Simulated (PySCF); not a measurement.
## Electronic structure of CH₁₁NSi₃ in real space

Input file:

```
{"job": {"kind": "nmr", "xc": "PBE0", "basis": "pcSseg-1"}, "charge": 0, "multiplicity": 1}
C      1.012577     2.036302    -0.578734
Si     0.204232     0.630005     0.419015
Si     1.668711    -1.100639     0.852062
N     -1.117663     0.071304    -0.569461
Si    -2.206632    -1.248840    -0.318958
H      1.365289     1.688510    -1.545836
H      1.867274     2.441818    -0.046269
H      0.322624     2.856265    -0.758566
H     -0.354145     1.245914     1.645928
H      2.804962    -0.637462     1.659696
H      1.076960    -2.207066     1.611378
H      2.266586    -1.704646    -0.344729
H     -1.445735     0.747592    -1.240967
H     -3.204567    -0.952148     0.716864
H     -1.393831    -2.391775     0.090099
H     -2.874240    -1.466189    -1.602932
```

Launched as:

```sh
OMP_NUM_THREADS=1 python probes_run.py task.json out
```

Geometry: GFN2-xTB.

Theory: PySCF 2.14.0, PBE0/pcSseg-1, SCF density, gas phase, non-relativistic.

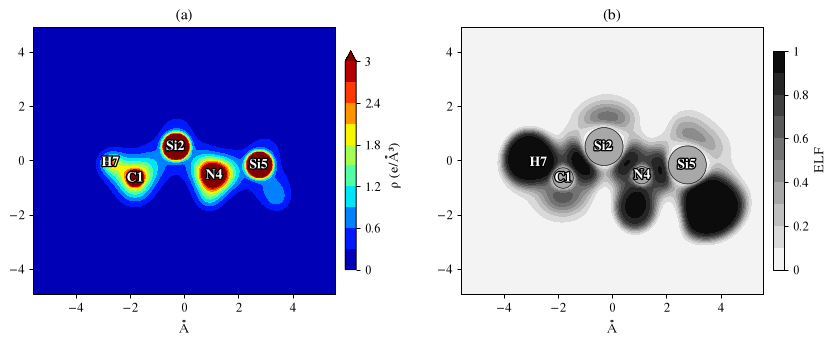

Figure 1. (a) electron density; (b) electron localisation function on the plane of atoms C1, Si2 and N4. Grey discs cover the atomic cores in the ELF map.

Interpret the plot.

Atoms in the plane: C, Si, N and H.
Si–N (1.73 Å): ρ at the midpoint is about 1.1 e/Å³; the ELF peaks at about 0.90 between the atoms (a polar covalent bond).
C–Si (1.90 Å): ρ at the midpoint is about 0.91 e/Å³; the ELF peaks at about 0.95 between the atoms, as expected for a shared electron pair.
C–H (1.09 Å): the density is about 1.9 e/Å³ at the midpoint; the ELF climbs to about 1 towards the hydrogen, as it does in any bond to H (an ordinary covalent bond to hydrogen).

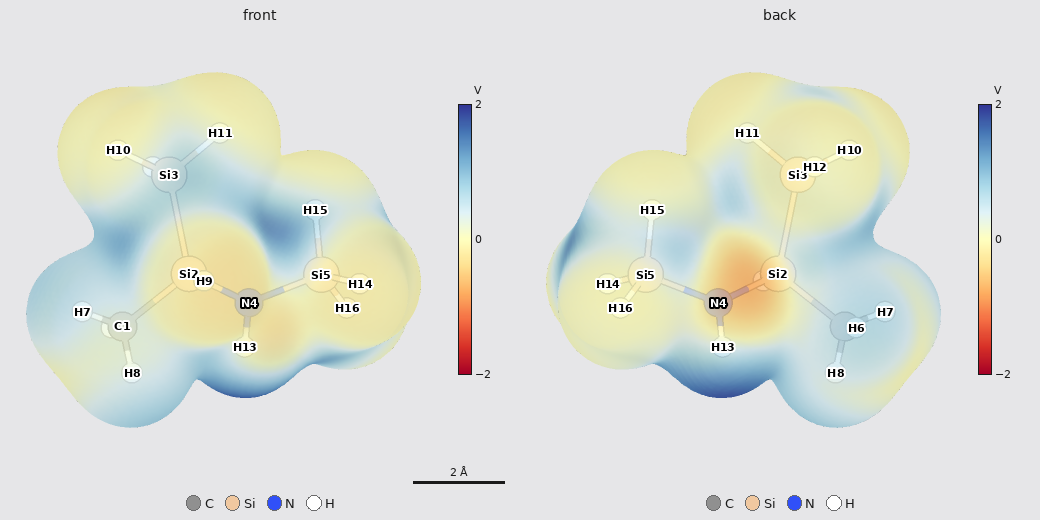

Figure 2. The electrostatic potential painted on the density surface at 0.002 e/bohr³, seen from the front and from behind; red is negative and blue positive.

Which sites attract a positive test charge, and which a negative one?

A positive charge is drawn to the negative regions and a negative charge to the positive ones. The most negative region (about −0.7 V, or −16 kcal/mol for a unit charge) lies over N4, the most positive (about +1.7 V, or +39 kcal/mol for a unit charge) over H13.

How polar is the molecule by this calculation?

Its dipole moment is 1.40 D.
